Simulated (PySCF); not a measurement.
# What a change does: NMR shielding calculation on C7H14BClO

System: C7H14BClO.
Method of run 1: GIAO PBE0/pcSseg-1 NMR shielding, non-relativistic, IEF-PCM benzene (PySCF 2.14.0).

The geometry comes from this level: PBE0-D3(BJ)/def2-SVP. Text and figures count atoms from 1; the logs count them from 0 in places.

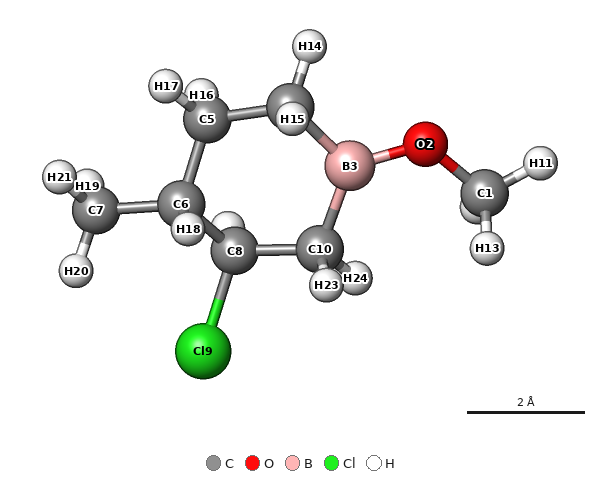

Fig. 1: The input geometry (ball-and-stick view, seen at a tilt; atoms are numbered from 1 in the order of the input). Bond lengths as drawn: B–C 1.57 to 1.58 Å, B–O 1.35 Å, C–C 1.52 to 1.53 Å, C–Cl 1.82 Å, C–H 1.10 to 1.11 Å and C–O 1.41 Å.

Input file, run 1:
```
{"job": {"kind": "nmr", "xc": "PBE0", "basis": "pcSseg-1", "solvent": "benzene", "pop": true}, "charge": 0, "multiplicity": 1}
C      3.764627    -0.473615    -0.118956
O      2.817635     0.502577    -0.472552
B      1.491951     0.389145    -0.217508
C      0.552984     1.595939    -0.580944
C     -0.889236     1.169836    -0.847137
C     -1.452916     0.183729     0.184711
C     -2.922432    -0.095025    -0.096621
C     -0.602795    -1.086698     0.191722
Cl    -1.279795    -2.312306     1.349936
C      0.860102    -0.856948     0.526886
H      4.764487    -0.087403    -0.361757
H      3.611111    -1.410861    -0.678338
H      3.733589    -0.704078     0.958319
H      0.964181     2.197851    -1.406111
H      0.576762     2.260925     0.306099
H     -0.963914     0.700354    -1.845368
H     -1.556592     2.046853    -0.886430
H     -1.365776     0.640168     1.189234
H     -3.049481    -0.545444    -1.095211
H     -3.349332    -0.786527     0.642162
H     -3.503602     0.839238    -0.075987
H     -0.694453    -1.573465    -0.793071
H      0.929143    -0.609949     1.605078
H      1.427647    -1.792157     0.404176
```

The first line tells a small driver script what to run in PySCF; the rest is the geometry in Å.

Command:
```bash
OMP_NUM_THREADS=1 python <driver script> task.json out
```

Hardware: 1 CPU thread, shared host.

Output (run 1):
```
coarse grid: 20080 points
cycle   1  E = -834.6893007111  dE =  1.098e+00  |g| = 6.692e-01  |ddm| = 4.243e+00
cycle   2  E = -834.6250188406  dE =  6.428e-02  |g| = 9.116e-01  |ddm| = 1.287e+00
cycle   3  E = -834.7840269049  dE = -1.590e-01  |g| = 1.347e-01  |ddm| = 7.846e-01
cycle   4  E = -834.7873993090  dE = -3.372e-03  |g| = 3.680e-02  |ddm| = 1.187e-01
cycle   5  E = -834.7876871657  dE = -2.879e-04  |g| = 8.905e-03  |ddm| = 3.644e-02
cycle   6  E = -834.7877046800  dE = -1.751e-05  |g| = 2.737e-03  |ddm| = 1.212e-02
cycle   7  E = -834.7877061881  dE = -1.508e-06  |g| = 6.639e-04  |ddm| = 2.867e-03
final grid: 187832 points
cycle   8  E = -834.8550460128  dE = -6.452e-05  |g| = 1.170e-02  |ddm| = 3.990e-02
cycle   9  E = -834.8550207233  dE =  2.529e-05  |g| = 1.632e-02  |ddm| = 1.978e-02
cycle  10  E = -834.8550747059  dE = -5.398e-05  |g| = 2.047e-03  |ddm| = 1.227e-02
cycle  11  E = -834.8550755099  dE = -8.040e-07  |g| = 2.842e-04  |ddm| = 1.724e-03
cycle  12  E = -834.8550755252  dE = -1.537e-08  |g| = 8.007e-05  |ddm| = 2.969e-04
cycle  13  E = -834.8550755265  dE = -1.212e-09  |g| = 3.198e-05  |ddm| = 1.141e-04
cycle  14  E = -834.8550755267  dE = -2.360e-10  |g| = 6.145e-06  |ddm| = 3.070e-05
converged SCF energy = -834.8550755267

GIAO shielding tensors (ppm)
atom      isotropic    diamagn.    paramagn.     s11        s22        s33       span
  0 C      130.462     241.464    -111.002    105.689    106.245    179.453     73.764
  1 O      177.599     390.627    -213.028     -8.898    190.416    351.279    360.177
  2 B       47.966     192.253    -144.288      5.787     45.593     92.517     86.730
  3 C      164.652     252.388     -87.736    157.157    161.736    175.062     17.905
  4 C      150.908     248.533     -97.625    133.161    146.249    173.314     40.153
  5 C      141.494     247.386    -105.892    132.609    141.286    150.586     17.976
  6 C      162.336     245.026     -82.689    148.058    153.971    184.980     36.922
  7 C      109.986     246.344    -136.358     69.552    114.887    145.519     75.967
  8 Cl     753.167    1148.318    -395.151    562.067    650.977   1046.458    484.391
  9 C      152.765     255.300    -102.535    135.434    151.443    171.416     35.982
 10 H       27.389      25.185       2.204     23.211     25.600     33.355     10.144
 11 H       27.460      27.964      -0.504     23.610     25.966     32.803      9.194
 12 H       27.713      27.582       0.131     23.661     26.385     33.092      9.431
 13 H       30.371      30.674      -0.303     25.273     29.113     36.726     11.453
 14 H       30.592      31.124      -0.531     26.494     29.055     36.228      9.734
 15 H       30.347      32.470      -2.123     26.205     30.060     34.777      8.572
 16 H       29.536      31.696      -2.161     23.428     29.560     35.619     12.191
 17 H       29.970      32.910      -2.940     28.124     28.766     33.020      4.896
 18 H       30.692      29.235       1.457     27.478     27.957     36.641      9.163
 19 H       29.306      29.175       0.131     23.110     30.221     34.587     11.478
 20 H       30.291      28.518       1.773     25.697     27.779     37.397     11.699
 21 H       27.812      32.238      -4.426     24.997     27.786     30.653      5.656
 22 H       30.296      32.150      -1.854     26.524     29.969     34.395      7.871
 23 H       29.383      33.020      -3.637     23.785     29.415     34.949     11.164
```

For run 2 the input was changed thus:
```diff
-"solvent": "benzene"
-"pop": true
+"solvent": "chloroform"
+"pop": false
```

Predict how the results change.

The total energy of run 2 is 1.3 kcal/mol lower: the change of the electrostatic solvation energy at this fixed geometry, without cavity or dispersion terms. The dipole moment goes from 2.15 to 2.26 D. Of all shieldings, the largest change is that of Cl9, by +7.0 ppm. The number of SCF iterations is the same.

Output (run 2):
```
coarse grid: 20080 points
cycle   1  E = -834.6925669256  dE =  1.095e+00  |g| = 6.663e-01  |ddm| = 4.242e+00
cycle   2  E = -834.6317058173  dE =  6.086e-02  |g| = 8.998e-01  |ddm| = 1.269e+00
cycle   3  E = -834.7862524584  dE = -1.545e-01  |g| = 1.313e-01  |ddm| = 7.688e-01
cycle   4  E = -834.7894359089  dE = -3.183e-03  |g| = 3.624e-02  |ddm| = 1.151e-01
cycle   5  E = -834.7897157968  dE = -2.799e-04  |g| = 8.433e-03  |ddm| = 3.467e-02
cycle   6  E = -834.7897313296  dE = -1.553e-05  |g| = 2.555e-03  |ddm| = 1.103e-02
cycle   7  E = -834.7897326371  dE = -1.308e-06  |g| = 5.987e-04  |ddm| = 2.589e-03
final grid: 187832 points
cycle   8  E = -834.8570602759  dE = -6.462e-05  |g| = 1.169e-02  |ddm| = 3.982e-02
cycle   9  E = -834.8570357811  dE =  2.449e-05  |g| = 1.620e-02  |ddm| = 1.969e-02
cycle  10  E = -834.8570890157  dE = -5.323e-05  |g| = 2.007e-03  |ddm| = 1.206e-02
cycle  11  E = -834.8570897800  dE = -7.642e-07  |g| = 2.824e-04  |ddm| = 1.661e-03
cycle  12  E = -834.8570897950  dE = -1.499e-08  |g| = 8.224e-05  |ddm| = 2.948e-04
cycle  13  E = -834.8570897962  dE = -1.276e-09  |g| = 3.205e-05  |ddm| = 1.120e-04
cycle  14  E = -834.8570897965  dE = -2.312e-10  |g| = 6.073e-06  |ddm| = 3.016e-05
converged SCF energy = -834.8570897965

GIAO shielding tensors (ppm)
atom      isotropic    diamagn.    paramagn.     s11        s22        s33       span
  0 C      130.422     241.465    -111.043    105.466    105.958    179.843     74.377
  1 O      178.890     390.802    -211.913     -6.167    191.203    351.634    357.800
  2 B       47.957     192.127    -144.170      5.775     45.692     92.404     86.628
  3 C      164.795     252.538     -87.743    157.270    161.877    175.239     17.969
  4 C      151.184     248.506     -97.323    133.265    146.653    173.633     40.368
  5 C      141.587     247.349    -105.763    132.742    141.181    150.836     18.094
  6 C      162.585     245.159     -82.574    148.271    154.242    185.241     36.970
  7 C      109.323     246.583    -137.260     67.868    114.279    145.822     77.954
  8 Cl     760.147    1148.434    -388.287    571.494    660.013   1048.935    477.441
  9 C      152.793     255.358    -102.565    135.321    151.579    171.478     36.157
 10 H       27.374      25.144       2.230     23.183     25.569     33.371     10.188
 11 H       27.405      27.878      -0.473     23.548     25.906     32.761      9.213
 12 H       27.660      27.498       0.162     23.604     26.330     33.048      9.444
 13 H       30.412      30.711      -0.298     25.317     29.163     36.757     11.439
 14 H       30.559      31.118      -0.560     26.454     29.026     36.196      9.743
 15 H       30.303      32.436      -2.132     26.143     30.012     34.755      8.612
 16 H       29.523      31.669      -2.146     23.393     29.550     35.625     12.233
 17 H       29.933      32.900      -2.966     28.088     28.729     32.984      4.896
 18 H       30.661      29.231       1.430     27.440     27.926     36.616      9.176
 19 H       29.380      29.266       0.113     23.193     30.300     34.646     11.454
 20 H       30.261      28.504       1.756     25.649     27.751     37.383     11.734
 21 H       27.711      32.204      -4.493     24.913     27.658     30.561      5.648
 22 H       30.256      32.135      -1.880     26.470     29.931     34.366      7.896
 23 H       29.333      32.985      -3.652     23.717     29.363     34.920     11.202
```

The two runs side by side:

```csv
quantity,run 1,run 2
outcome,converged,converged
total energy (hartree),−834.855076,−834.857090
HOMO (eV),−7.76,−7.75
LUMO (eV),0.07,0.12
dipole moment (D),2.15,2.26
shielding of O2 (ppm),177.6,178.9
shielding of C4 (ppm),164.7,164.8
shielding of C5 (ppm),150.9,151.2
shielding of C7 (ppm),162.3,162.6
shielding of C8 (ppm),110.0,109.3
shielding of Cl9 (ppm),753.2,760.1
shielding of H22 (ppm),27.8,27.7
SCF iterations,14,14
basis functions,247,247
wall time (shared host),94 s,80 s
```
